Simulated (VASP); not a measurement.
Consider the following.

```xyz
3
Lattice="0.0000 2.7792 2.7792 2.7792 0.0000 2.7792 2.7792 2.7792 0.0000" Properties=species:S:1:pos:R:3 pbc="T T T"
Cd     5.5584     5.5584     5.5584
F      1.3896     1.3896     1.3896
F      4.1688     4.1688     4.1688
```

All values below come from vdW-DF2, VASP's PBE PAW potentials (set 64) (plane waves; VASP). Numerical set-up: 520 eV cut-off, 8×8×8 Γ-centred mesh, tetrahedra with Blöchl corrections, potentials Cd F.

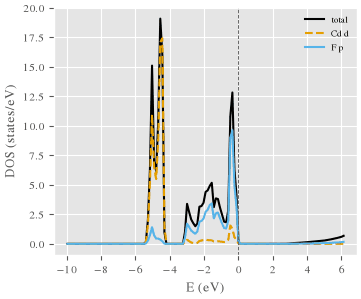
Fig. 1. Total and projected density of states, zero at the valence-band maximum

Within 2 eV below the valence-band maximum the largest weight inside VASP's projection spheres is F p.

The gap is indirect, 2.68 eV, from the valence maximum at W to the conduction minimum at Γ.

The compound is CdF2 in the fluorite structure. It was relaxed first, which changed the volume by +10 %.
